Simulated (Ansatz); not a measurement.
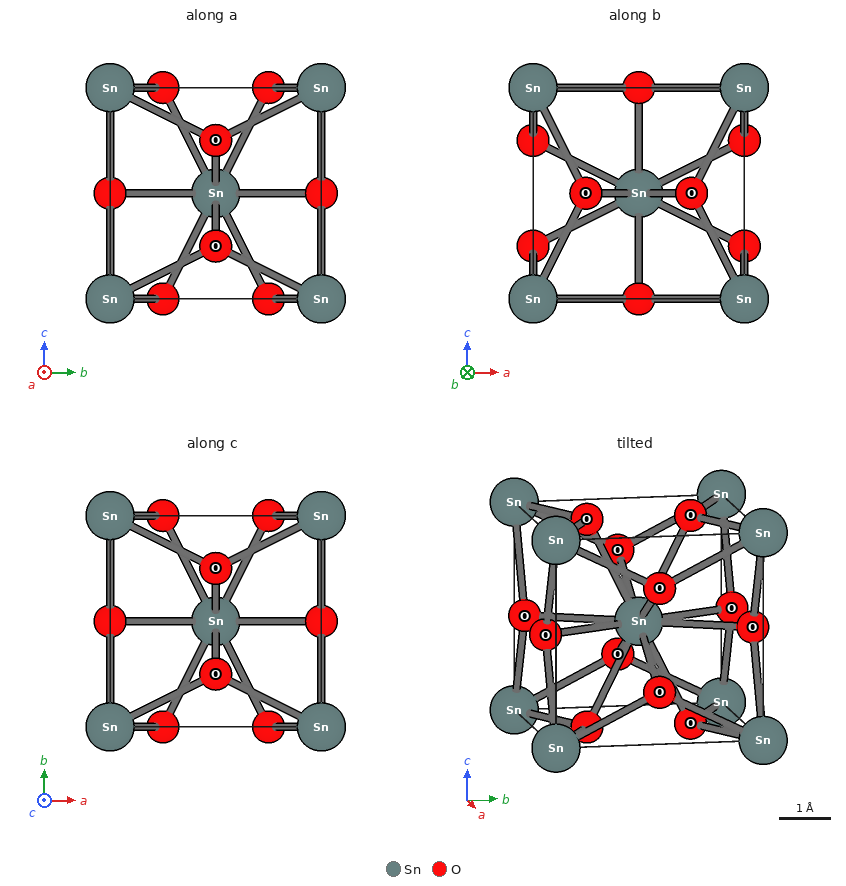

Structure drawing (ball-and-stick), viewed along the a axis, along the b axis, along the c axis and slightly off an axis. The wireframe shows the conventional unit cell.

Lattice parameters: a = 4.219 Å, b = 4.219 Å, c = 4.219 Å, α = 90.00°, β = 90.00°, γ = 90.00°. Put a along x and b in the xy plane.

> Set out the cell and atoms as a POSCAR file.

```
Sn O
1.0
     4.219    0.000    0.000
     0.000    4.219    0.000
     0.000    0.000    4.219
Sn O
2 6
Direct
  0.5000 0.5000 0.5000
  0.0000 0.0000 0.0000
  0.5000 0.2500 0.0000
  0.5000 0.7500 0.0000
  0.2500 0.0000 0.5000
  0.7500 0.0000 0.5000
  0.0000 0.5000 0.2500
  0.0000 0.5000 0.7500
```

Its origin is a structure type filled with these elements by a generator (whether the compound takes this form wasn't checked). What is shown is the relaxed result from DFT PBE, scalar-relativistic, plane waves, PAW (Ansatz 0.2.0).
